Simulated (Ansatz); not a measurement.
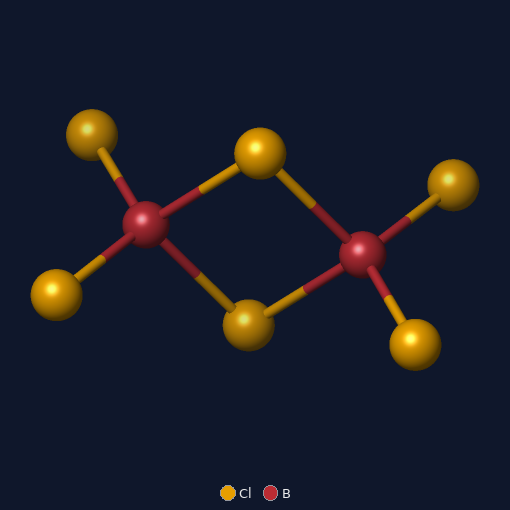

Every bond is drawn as one stick, whatever its order.

The geometry was computed by an optimisation with PBE0-D4/def2-TZVP.

Description:

Formula B₂Cl₆. Its SMILES string is `Cl[B-]1(Cl)[Cl+][B-](Cl)(Cl)[Cl+]1`. Independent rings (smallest set): 1 of 4 members. The point group is D2h. Coordination, clear cases only: 2 Cl bent.

The parts below concern this one geometry. Atoms keep their numbers from picture to picture.

### Vibrations

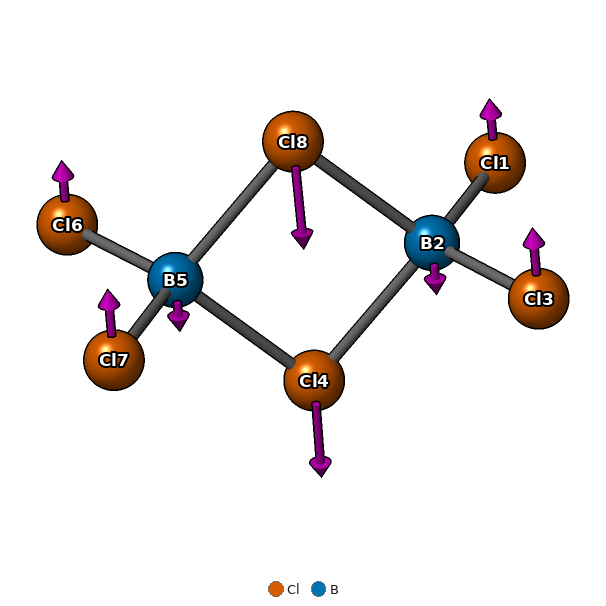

The arrows show one normal mode. Harmonic vibrations computed with RKS PBE0-D4/def2-TZVP (Ansatz 0.2.0) at a stationary point of the same level.

At what wavenumber does it lie?

Answer. 200 cm⁻¹; it is mode 5 of 18 counted from the lowest.

### Levels of theory compared

Program: Ansatz 0.2.0.

Tabulate HOMO–LUMO gap (eV), HOMO energy (eV) at these levels: BHLYP-D4/def2-TZVPP; BLYP-D4/def2-TZVPP; CAM-B3LYP-D4/def2-TZVPP; PBE-D4/def2-TZVPP; PBE0-D4/def2-QZVPP; PBE0-D4/def2-TZVPP; r2SCAN-D4/def2-TZVPP; r2SCAN0-D4/def2-TZVPP; ωB97M-V/def2-TZVPP; ωB97X-V/def2-TZVPP.

| level | HOMO–LUMO gap (eV) | HOMO energy (eV) |
| --- | --- | --- |
| BHLYP-D4/def2-TZVPP | 9.80 | −10.34 |
| BLYP-D4/def2-TZVPP | 5.04 | −7.45 |
| CAM-B3LYP-D4/def2-TZVPP | 9.95 | −10.43 |
| PBE-D4/def2-TZVPP | 5.06 | −7.63 |
| PBE0-D4/def2-QZVPP | 7.39 | −9.10 |
| PBE0-D4/def2-TZVPP | 7.43 | −9.06 |
| r2SCAN-D4/def2-TZVPP | 5.60 | −8.01 |
| r2SCAN0-D4/def2-TZVPP | 7.76 | −9.31 |
| ωB97M-V/def2-TZVPP | 11.84 | −11.31 |
| ωB97X-V/def2-TZVPP | 12.10 | −11.50 |

### Charges

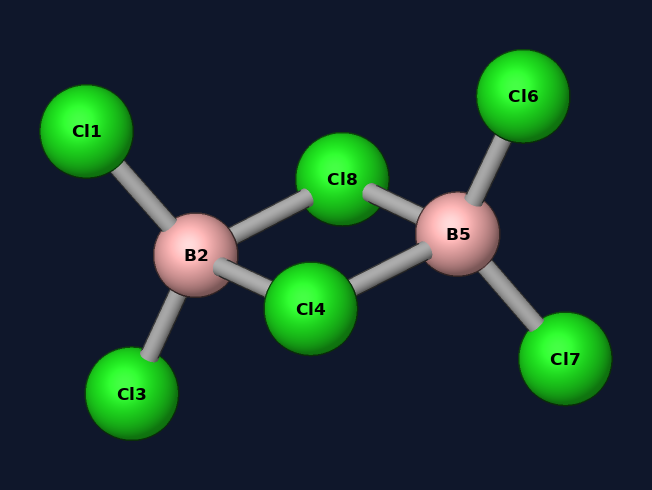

The questions are on Mulliken charges. Properties computed with RKS ωB97M-V/def2-TZVPP (Ansatz 0.2.0).

Give the Mulliken charges atom by atom.

```csv
atom,value (e)
Cl1,−0.06
B2,0.04
Cl3,−0.06
Cl4,0.09
B5,0.04
Cl6,−0.06
Cl7,−0.06
Cl8,0.09
```

Mulliken values depend strongly on the basis set and can even reverse the polarity of a bond.
